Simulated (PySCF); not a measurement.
**C2H8FO2Si2 (SMILES O[SiH2]O[C]([SiH3])CF) (doublet): density, localisation and related maps**

Input file:

```
{"job": {"kind": "epr", "basis": "pcH-1"}, "charge": 0, "multiplicity": 2}
O      3.310944    -0.205752     0.338333
Si     1.988932     0.654059    -0.010840
O      0.751457    -0.392407     0.197214
C     -0.572253    -0.322196     0.023776
Si    -1.538957     1.127124    -0.615747
C     -1.269967    -1.589389     0.388204
F     -2.623934    -1.451133     0.230516
H      3.347833    -0.807860     1.077027
H      1.808145     1.776863     0.905904
H      2.177346     1.018037    -1.404813
H     -0.570156     2.191382    -0.882121
H     -2.242992     0.754947    -1.847436
H     -2.518058     1.554758     0.389350
H     -1.094466    -1.869418     1.437845
H     -0.958287    -2.431025    -0.249124
```

Launched as:

```sh
OMP_NUM_THREADS=1 python probes_run.py task.json out
```

Geometry: GFN2-xTB.

All numbers below come from PySCF 2.14.0, density-fitted response routines, UKS B3LYP, pcH-1 on C F H O Si, non-relativistic, mean-field spin-orbit, GIAO.

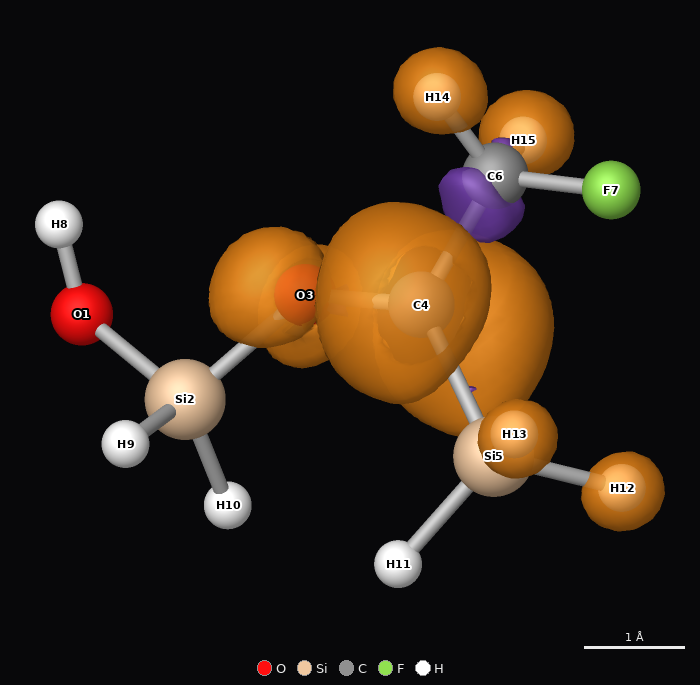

Figure 1. Isosurfaces of the spin density at +0.02 (orange) and −0.02 e/Å³ (purple), seen at a tilt.

**Which atoms carry the spin?**

The unpaired spin (1 electron) lies mostly on C4 (about 0.6), O3 (about 0.2) and Si5 (about 0.1), in electrons by Hirshfeld's partition.

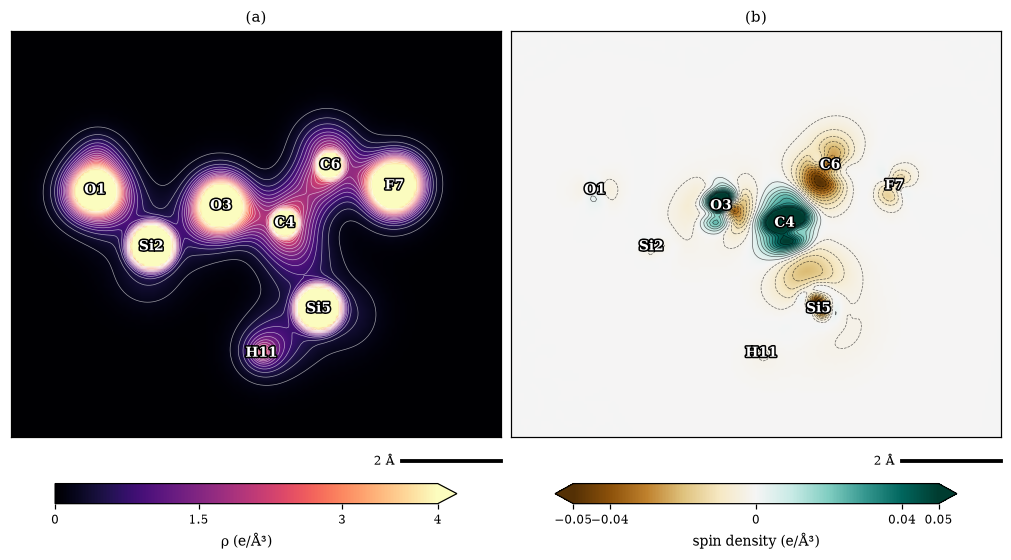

Figure 2. (a) total electron density; (b) spin density (α minus β) on the plane of atoms Si5, C4 and C6.

**Interpret the plot.**

- The section cuts through O, Si, C, F and H sites.
- C–O (1.34 Å): the density is about 2.3 e/Å³ at the midpoint.
- C–F (1.37 Å): ρ at the midpoint is about 2.1 e/Å³, with its minimum of 1.7 e/Å³ about 0.5 Å from C.
- C–C (1.49 Å): the density is about 1.8 e/Å³ at the midpoint.
- Si–O (1.62 Å): ρ at the midpoint is about 1.2 e/Å³.
- C–Si (1.86 Å): ρ is about 0.96 e/Å³ halfway.

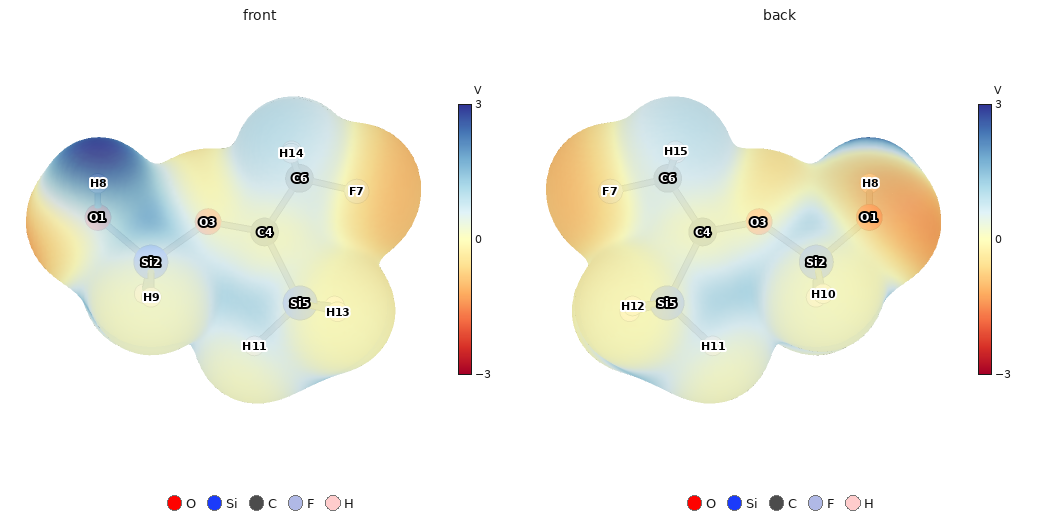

Figure 3. The molecular electrostatic potential painted on the density surface at 0.002 e/bohr³, seen from the front and from behind; the colour scale runs from red (negative) to blue (positive).

**Describe the electrostatic potential map.**

The most negative region (about −1.3 V) lies over O1, the most positive (about +2.7 V) over H8. O1 is the likeliest acceptor of a hydrogen bond.
